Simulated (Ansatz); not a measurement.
Input

```
crystal:
  periodic: [false, false, false]
  atoms:
    - {symbol: C, position_ang: [-0.470051, -0.650265, 1.220802]}
    - {symbol: N, position_ang: [0.115398, 0.039391, 0.095601]}
    - {symbol: C, position_ang: [1.106008, -0.737051, -0.611533]}
    - {symbol: In, position_ang: [-0.745288, 1.631644, -0.717075]}
    - {symbol: F, position_ang: [-0.098632, 2.490460, -2.328261]}
    - {symbol: F, position_ang: [-2.198443, 2.596162, 0.125976]}
    - {symbol: H, position_ang: [0.308336, -0.911505, 1.950980]}
    - {symbol: H, position_ang: [-0.970083, -1.584424, 0.925518]}
    - {symbol: H, position_ang: [-1.203808, -0.023338, 1.731250]}
    - {symbol: H, position_ang: [1.529734, -0.173637, -1.445178]}
    - {symbol: H, position_ang: [0.695302, -1.675750, -1.011606]}
    - {symbol: H, position_ang: [1.931527, -1.001718, 0.063525]}
basis:
  gaussian: {orbitals: def2-TZVPP}
hamiltonian: {xc: pbe0, dispersion: d4}
output: {orbitals: {seedname: orbitals}}
```

Command:

```sh
ansatz run in.yaml --threads 4 --pin off --events-out ev --progress --plain --max-ram 11315MiB
```

Geometry: PBE0-D4/def2-TZVP; core potentials replace the inner electrons of In.

Method: RKS PBE0-D4/def2-TZVPP in Ansatz.

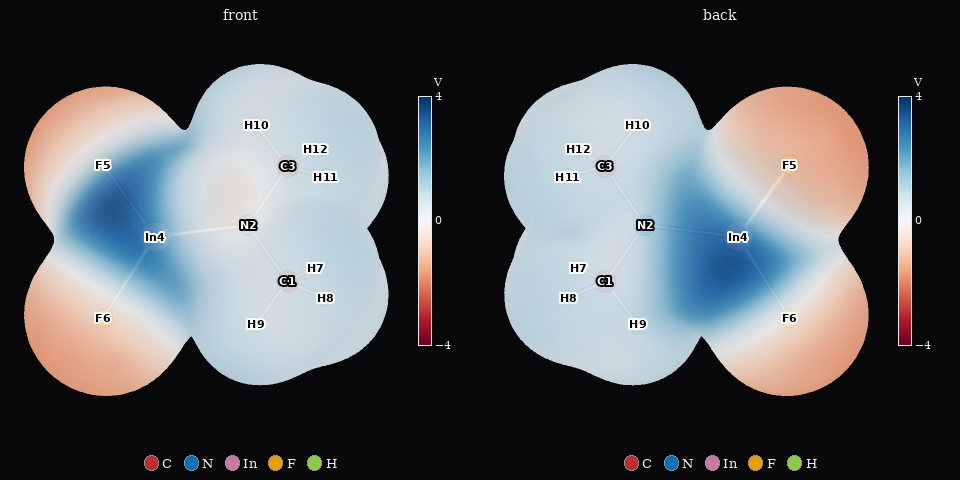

C₂H₆F₂InN (SMILES C[N](C)[In]([F])[F]). The electrostatic potential painted on the density surface at 0.002 e/bohr³, seen from the front and from behind; the colour scale runs from red (negative) to blue (positive).

Question: Describe the electrostatic potential map.

Answer: The most negative region (about −1.6 V) lies over F5 and F6, the most positive (about +3.5 V) over In4.
